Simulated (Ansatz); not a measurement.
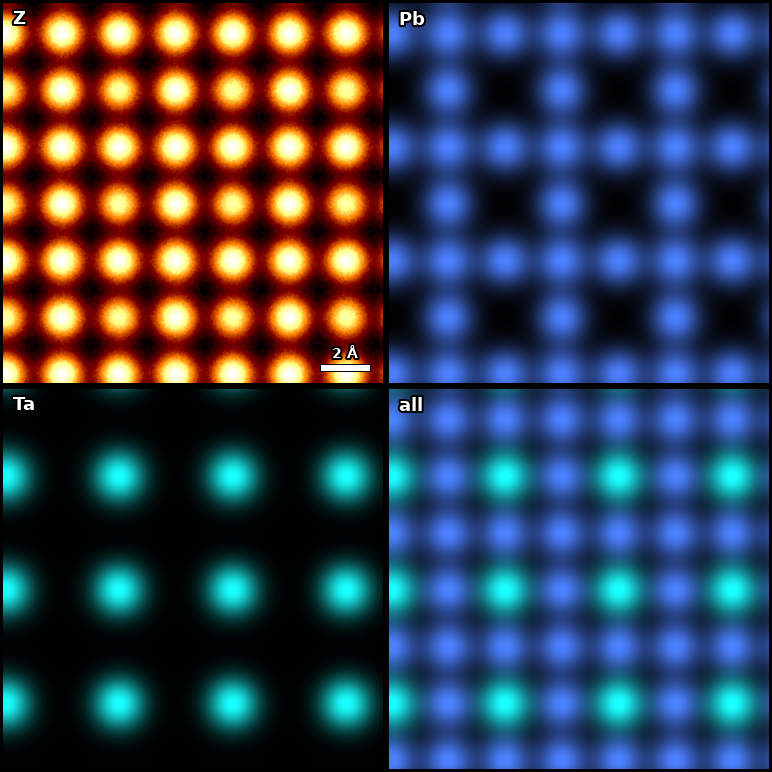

A crystal along [001]. Panel Z: The image is simulated as a sum over atoms of Z^1.8, blurred by a 1.30 Å probe (no channelling). The probe carries 25 % of its weight in a tail 2.5 times as wide. The display is stretched by a gamma of 0.8; percentages refer to the linear signal. Shot noise was added. The other panels are simulated element maps (the number of atoms of one element along the beam, blurred by 1.7 Å; each on its own scale, no channelling); the last overlays them.

Q: Describe the distribution of the elements over the columns.

A: The projected cell (4.75 × 4.75 Å, 90°) holds 4 columns: 3 of Pb and 1 of Ta. No column is shared by two of the mapped elements. The brightest columns of the Z-contrast image hold Pb.

The crystal is TaPb3 (P4/mmm, No. 123). Model: the end point of a relaxation with DFT, PAW plane waves, r2scan in Ansatz; the starting structure was generated, so it need not be a known form of this composition.
